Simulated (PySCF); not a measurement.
Vertical excitations of a molecule CH7FOSi2 from PySCF 2.14.0 with TDA-PBE0/def2-SVPD, as energy in eV (oscillator strength): 7.40 (0.002), 7.71 (0.003), 8.17 (0.011), 8.38 (0.028), 8.44 (0.005), 8.63 (0.070), 8.72 (0.117), 8.79 (0.024), 9.06 (0.064), 9.16 (0.043). Lowest triplet (TDA): 7.03 eV. Geometry optimised at PBE0-D3(BJ)/def2-SVP. The values are those of a single conformer.

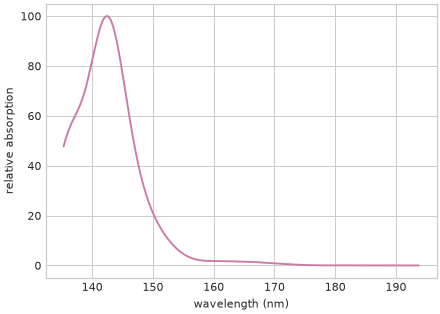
Fig. 1. The lines broadened by 0.4 eV.

Task: Identify the compound among the candidates.
(A) OC[Si@H](F)[SiH3]
(B) C[SiH](F)O[SiH3]
(C) C[SiH2][Si@H](O)F
(D) C[SiH2]O[SiH2]F

Result: B, C[SiH](F)O[SiH3]
